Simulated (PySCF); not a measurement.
# [Tl(NH2)2]+: other functionals and bases at one geometry

How far do other levels of theory move the description of [Tl(NH2)2]+, and what does each cost? The structure is generated, not taken from experiment.

Method: several levels, as the steps say, no spin–orbit coupling; program: PySCF 2.14.0.

1 further run of the same task is left out (for a known fault of the program).

## Step 1: Where the work starts

7 atoms, charge 1, spin multiplicity 1.

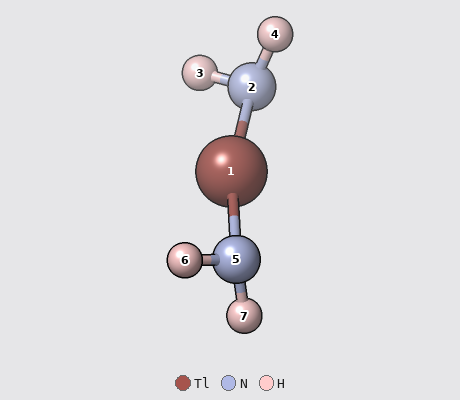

The structure; thallium brown, nitrogen light blue, hydrogen pink; atoms are numbered from 1 in the order of the file.

Geometry (Å):

```xyz
7
charge 1, multiplicity 1
Tl    0.00000    0.00000   -0.05796
N     2.00412   -0.13091    0.15107
H     2.45347   -0.46379   -0.70628
H     2.41367    0.77068    0.41055
N    -2.00412    0.13091    0.15107
H    -2.45347    0.46379   -0.70628
H    -2.41367   -0.77068    0.41055
```

Formal oxidation states: Tl +3. An earlier session relaxed this geometry at PBE0, Tl def2-SVP with ECP60, N def2-SVP, H def2-SVP (singlet, point group C2).

At PBE0 on the finer grid: E = -283.907733 Eh, HOMO -13.18 eV, LUMO -7.36 eV, Mulliken charge on Tl1 +0.82 e, largest force component 0.023 eV/Å. 

Levels to run: M06-L; wB97X; PBE0, TZVP. Hardware: 2 threads of Arm Neoverse V1, shared host.

## Step 2: M06-L

Contents of run.py (the lines that set the calculation):

```python
mol = gto.M(atom='''
Tl     0.00000     0.00000    -0.05796
N      2.00412    -0.13091     0.15107
H      2.45347    -0.46379    -0.70628
H      2.41367     0.77068     0.41055
N     -2.00412     0.13091     0.15107
H     -2.45347     0.46379    -0.70628
H     -2.41367    -0.77068     0.41055''',
    basis={'Tl': 'def2-SVP', 'N': 'def2-SVP', 'H': 'def2-SVP'},
    ecp={'Tl': 'def2-SVP'},
    charge=1, spin=0)
mf = dft.RKS(mol, xc='M06L')
mf.grids.atom_grid = (75, 302)
mf = mf.density_fit()  # fitting sets: Tl def2-universal-JKFIT, N def2-universal-JKFIT, H def2-universal-JKFIT
mf.conv_tol = 1e-08; mf.max_cycle = 55
mf.kernel(dm0)  # dm0: the density of the relaxed state
```

Launch:

```bash
OMP_NUM_THREADS=2 python run.py
```

Log:

```text
init E= -284.137452925919
  HOMO = -0.443905429884907  LUMO = -0.296755869415168  gap/eV = 4.00414
cycle= 1 E= -284.140481063324  delta_E= -0.00303  |g|= 0.0237  |ddm|= 0.291
  HOMO = -0.436108668891762  LUMO = -0.290664348260163  gap/eV = 3.95774
cycle= 2 E= -284.140279508923  delta_E= 0.000202  |g|= 0.0375  |ddm|= 0.0538
  HOMO = -0.440448176990369  LUMO = -0.29361801063196  gap/eV = 3.99545
cycle= 3 E= -284.140609112244  delta_E= -0.00033  |g|= 0.00692  |ddm|= 0.0394
  HOMO = -0.440303729256474  LUMO = -0.294080781470937  gap/eV = 3.97893
cycle= 4 E= -284.140621261276  delta_E= -1.21e-05  |g|= 0.00126  |ddm|= 0.0119
  HOMO = -0.440328978400611  LUMO = -0.294008500036311  gap/eV = 3.98158
cycle= 5 E= -284.140621755009  delta_E= -4.94e-07  |g|= 0.000224  |ddm|= 0.00288
  HOMO = -0.440331654055475  LUMO = -0.294024753185324  gap/eV = 3.98121
cycle= 6 E= -284.140621763252  delta_E= -8.24e-09  |g|= 0.000185  |ddm|= 0.000458
  HOMO = -0.440331662977615  LUMO = -0.29402620474097  gap/eV = 3.98117
cycle= 7 E= -284.140621771711  delta_E= -8.46e-09  |g|= 5.79e-05  |ddm|= 0.000225
  HOMO = -0.440331969717199  LUMO = -0.29402698214956  gap/eV = 3.98116
Extra cycle  E= -284.140621763906  delta_E= 7.8e-09  |g|= 0.000178  |ddm|= 0.000225
converged SCF energy = -284.140621763906
```

Run time: 5.6 s. Hardware: 2 threads of Arm Neoverse V1, shared host.

Read off: E = -284.140622 Eh, HOMO -11.98 eV, LUMO -8.00 eV, Mulliken charge on Tl1 +0.94 e, largest force component 0.450 eV/Å. 

## Step 3: wB97X

Changes to run.py (the lines that set the calculation) since step 2:

```diff
@@ -11,3 +11,3 @@
     charge=1, spin=0)
-mf = dft.RKS(mol, xc='M06L')
+mf = dft.RKS(mol, xc='WB97X')
 mf.grids.atom_grid = (75, 302)
```

Launch:

```bash
OMP_NUM_THREADS=2 python run.py
```

Log:

```text
init E= -284.03675162474
  HOMO = -0.571042161499681  LUMO = -0.194922551903421  gap/eV = 10.23474
cycle= 1 E= -284.038431789575  delta_E= -0.00168  |g|= 0.0214  |ddm|= 0.144
  HOMO = -0.56784593093027  LUMO = -0.193687995318991  gap/eV = 10.18136
cycle= 2 E= -284.038564277521  delta_E= -0.000132  |g|= 0.0163  |ddm|= 0.039
  HOMO = -0.570714367727055  LUMO = -0.194466996908197  gap/eV = 10.23821
cycle= 3 E= -284.038634965363  delta_E= -7.07e-05  |g|= 0.00449  |ddm|= 0.0201
  HOMO = -0.570333832838323  LUMO = -0.19383822802028  gap/eV = 10.24497
cycle= 4 E= -284.038647230243  delta_E= -1.23e-05  |g|= 0.00102  |ddm|= 0.0109
  HOMO = -0.570474750243308  LUMO = -0.193974658687777  gap/eV = 10.24509
cycle= 5 E= -284.038648178468  delta_E= -9.48e-07  |g|= 0.000381  |ddm|= 0.00275
  HOMO = -0.570486931863892  LUMO = -0.193951109891502  gap/eV = 10.24606
cycle= 6 E= -284.038648436183  delta_E= -2.58e-07  |g|= 5.62e-05  |ddm|= 0.00208
  HOMO = -0.570495600864133  LUMO = -0.193955444767028  gap/eV = 10.24618
cycle= 7 E= -284.038648440887  delta_E= -4.7e-09  |g|= 1.64e-05  |ddm|= 0.000283
  HOMO = -0.570496254582133  LUMO = -0.193957281424442  gap/eV = 10.24615
Extra cycle  E= -284.038648440918  delta_E= -3.07e-11  |g|= 1.86e-05  |ddm|= 3.15e-05
converged SCF energy = -284.038648440918
```

It took 3.7 s on 2 threads of Arm Neoverse V1, shared host.

Read off: E = -284.038648 Eh, HOMO -15.52 eV, LUMO -5.28 eV, Mulliken charge on Tl1 +0.85 e, largest force component 0.236 eV/Å. 

## Step 4: PBE0, TZVP

Basis: Tl def2-TZVP with ECP60, N def2-TZVP, H def2-TZVP. 

Changes to run.py (the lines that set the calculation) since step 3:

```diff
@@ -8,6 +8,6 @@
 H     -2.41367    -0.77068     0.41055''',
-    basis={'Tl': 'def2-SVP', 'N': 'def2-SVP', 'H': 'def2-SVP'},
-    ecp={'Tl': 'def2-SVP'},
+    basis={'Tl': 'def2-TZVP', 'N': 'def2-TZVP', 'H': 'def2-TZVP'},
+    ecp={'Tl': 'def2-TZVP'},
     charge=1, spin=0)
-mf = dft.RKS(mol, xc='WB97X')
+mf = dft.RKS(mol, xc='PBE0')
 mf.grids.atom_grid = (75, 302)
@@ -15,2 +15,2 @@
 mf.conv_tol = 1e-08; mf.max_cycle = 55
-mf.kernel(dm0)  # dm0: the density of the relaxed state
+mf.kernel(dm0)  # dm0: free metal ions and neutral atoms
```

Launch:

```bash
OMP_NUM_THREADS=2 python run.py
```

Log:

```text
init E= -283.992019218033
  HOMO = -0.539644694064197  LUMO = -0.356197447919991  gap/eV = 4.99185
cycle= 1 E= -283.990529464117  delta_E= 0.00149  |g|= 0.549  |ddm|= 2.33
  HOMO = -0.399002741772788  LUMO = -0.228314125444658  gap/eV = 4.64467
cycle= 2 E= -283.881092736052  delta_E= 0.109  |g|= 0.886  |ddm|= 0.97
  HOMO = -0.487107143540676  LUMO = -0.266316020068382  gap/eV = 6.00803
cycle= 3 E= -284.058697475555  delta_E= -0.178  |g|= 0.0664  |ddm|= 0.688
  HOMO = -0.487912081251634  LUMO = -0.270949158227193  gap/eV = 5.90386
cycle= 4 E= -284.059712244556  delta_E= -0.00101  |g|= 0.0175  |ddm|= 0.0972
  HOMO = -0.48667895649225  LUMO = -0.268097600956672  gap/eV = 5.94790
cycle= 5 E= -284.059770437204  delta_E= -5.82e-05  |g|= 0.0041  |ddm|= 0.0226
  HOMO = -0.487044919548774  LUMO = -0.268371996994041  gap/eV = 5.95039
cycle= 6 E= -284.059773455889  delta_E= -3.02e-06  |g|= 0.000579  |ddm|= 0.0039
  HOMO = -0.487066398159792  LUMO = -0.26837586027383  gap/eV = 5.95087
cycle= 7 E= -284.05977350142  delta_E= -4.55e-08  |g|= 0.000303  |ddm|= 0.000646
  HOMO = -0.487066935144572  LUMO = -0.268369855987661  gap/eV = 5.95105
cycle= 8 E= -284.059773515654  delta_E= -1.42e-08  |g|= 4.2e-05  |ddm|= 0.000297
  HOMO = -0.487066240031824  LUMO = -0.26836980643964  gap/eV = 5.95103
cycle= 9 E= -284.059773516081  delta_E= -4.27e-10  |g|= 7.72e-06  |ddm|= 5.12e-05
  HOMO = -0.48706538528568  LUMO = -0.268370157934662  gap/eV = 5.95100
Extra cycle  E= -284.059773516079  delta_E= 2.27e-12  |g|= 8.82e-06  |ddm|= 1.54e-05
converged SCF energy = -284.059773516079
```

It took 8.7 s on 2 threads of Arm Neoverse V1, shared host.

It gives: E = -284.059774 Eh, HOMO -13.25 eV, LUMO -7.30 eV, Mulliken charge on Tl1 +0.99 e, largest force component 0.299 eV/Å. 

## Step 5: All levels side by side

| level | state | HOMO (eV) | gap (eV) | charge on Tl1 (e) | dipole (D) | largest force (eV/Å) | basis functions | time |
| --- | --- | --- | --- | --- | --- | --- | --- | --- |
| PBE0 (relaxed here) | singlet | -13.18 | 5.82 | 0.82 | 1.74 | 0.02 | 74 | 11 s |
| M06-L | singlet | -11.98 | 3.98 | 0.94 | 1.70 | 0.45 | 74 | 5.6 s |
| wB97X | singlet | -15.52 | 10.25 | 0.85 | 1.84 | 0.24 | 74 | 3.7 s |
| PBE0, TZVP | singlet | -13.25 | 5.95 | 0.99 | 1.64 | 0.30 | 136 | 8.7 s |

Times are on 2 threads of Arm Neoverse V1, shared host; the first row also made further properties. The dipole of a charged species depends on the origin, so these sizes hold for this origin alone.

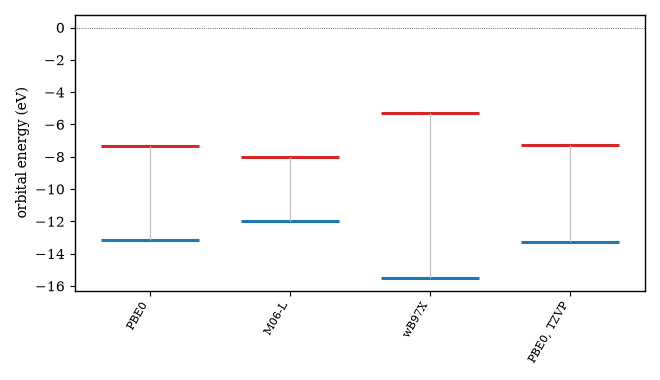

Highest filled and lowest empty level, method by method.

In one basis the HOMO–LUMO gap runs from 3.98 eV (M06-L) to 10.25 eV (wB97X). The largest leftover force, 0.45 eV/Å with M06-L, stands at a geometry relaxed at another level. The Mulliken charge on Tl spans +0.82 to +0.99 e over the levels. Total energies of different levels can't be compared. Spin–orbit coupling is left out throughout.
